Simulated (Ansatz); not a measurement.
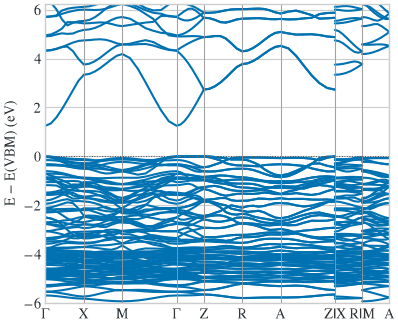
Fig. 1. Band structure from PBE (plane waves, PAW; program Ansatz)

The gap is 1.25 eV; an edge lies off the plotted path or next to a special point (maximum off the standard path, minimum at Γ).

Q: Pick the material that matches.
A. SnO2, rutile
B. Zn2SnO4, P4_122 (Pearson symbol tP28)
C. GeS, P4/nmm (Ge on 2c, S on 2a)
D. MnF2, rutile

A: B, Zn2SnO4, P4_122 (Pearson symbol tP28)

The start of the workflow was typed in or built on a structure type; neither database checked (COD, Materials Project) lists it. Whether it is the stable phase at ambient conditions was not checked. Symmetry was held in the PBE relaxation; whether a distortion lowers the energy is not shown. Spin–orbit coupling is left out wherever it is not named.

Potentials: the later of the program's two PAW sets.
